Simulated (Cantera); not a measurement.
A closed system holds: 1 mol Si, 7.2 mol Br2, at 1177 °C.

Equilibrium computed with Cantera from the NASA thermochemical tables; the gas is ideal and each condensed phase is pure. Candidate condensed phases: Br2, Si; 9 gas species. The tables' values for SiBr3, SiBr are old estimates; treat these amounts as uncertain. Equilibrium is a limit: real reactors are often held back by kinetics, nucleation or transport.

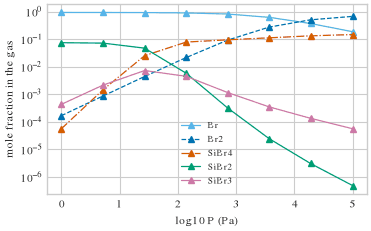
Equilibrium gas composition (values under 1e-9 drawn at 1e-9)

Task: Read off the mole fractions at 720 Pa.

Result: Br about 0.81, SiBr4 about 0.094, Br2 about 0.092, SiBr3 about 0.0011, SiBr2 about 0.00031.
